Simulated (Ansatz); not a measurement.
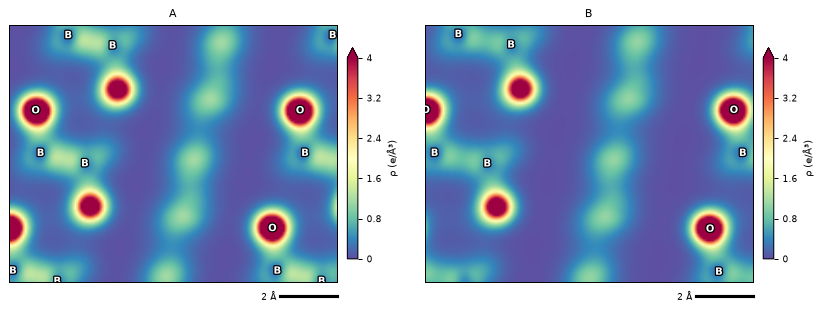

B2O. The valence pseudo-density of two cells that differ in size and shape, on the (111) plane of each (indices in the axes of the calculation cell), at one length scale and on one colour scale; one has 8.0 and the other 9.4 Å³ an atom.

Level of theory: DFT PBE+D3(BJ), scalar-relativistic, plane waves, PAW (Ansatz 0.2.0).

The larger cell:

```
B O
1.0
     2.47750    0.00000    0.00000
    -1.23875    2.14557    0.00000
     0.00000    0.00000   10.62598
B O
4 2
Direct
  0.00000 0.00000 0.40990
  0.00000 0.00000 0.59010
  0.66667 0.33333 0.02935
  0.33333 0.66667 0.97065
  0.66667 0.33333 0.35258
  0.33333 0.66667 0.64742
```

The smaller cell: a = 2.472 Å, b = 2.472 Å, c = 9.029 Å, α = 90.00°, β = 90.00°, γ = 120.00°.

Question: Which panel shows the smaller cell, and what does the compression change?

Answer: Panel A is the smaller cell, by 15 % in volume. From the larger cell to the smaller, B–O goes from 1.55 to 1.52 Å, and the density at its midpoint from 1.4 to 1.5 e/Å³; the pressure goes from 1.7 to 25 GPa.
